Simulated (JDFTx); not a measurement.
AlRu(100) slab cut from bulk AlRu (space group Pm-3m, indices of the conventional cell, lattice of the Materials Project entry mp-542569, not re-optimised): 7 atoms in 7 planes, a 1x1 cell of 8.90 Å² (|a| = 2.982, |b| = 2.982 Å), 8.9 Å between the outermost planes, Ru outermost, slab composition Al3Ru4, cell height 24.9 Å, 8×8×1 k mesh, Fermi smearing 0.01 Ha, no spin polarisation. Whether this polymorph is the ambient one wasn't checked.

Computed with JDFTx (a modified build): PBE, GBRV ultrasoft potentials, plane waves to 20/100 Ha. Liquid on both sides: linear PCM (GLSSA13), water, 0.5 M NaCl; nuclei fixed, outer atoms relaxed in vacuum. SHE scale: U = −μ/e − 4.44 V, by convention. This is a symmetric, unreconstructed model surface, and the continuum liquid cannot react with it.

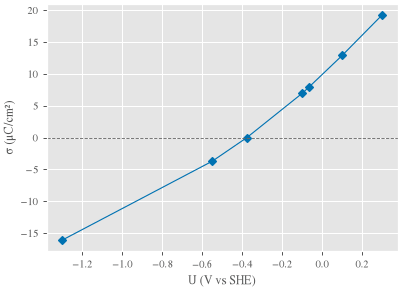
Surface charge density of AlRu(100) against potential

Q: Read off the potential of zero charge and the mean capacitance σ/(U − U_pzc) at the computed points next to it.

A: U_pzc ≈ -0.4 V. At -0.55 V it is about 21 μF/cm². At -0.10 V it is about 25 μF/cm².
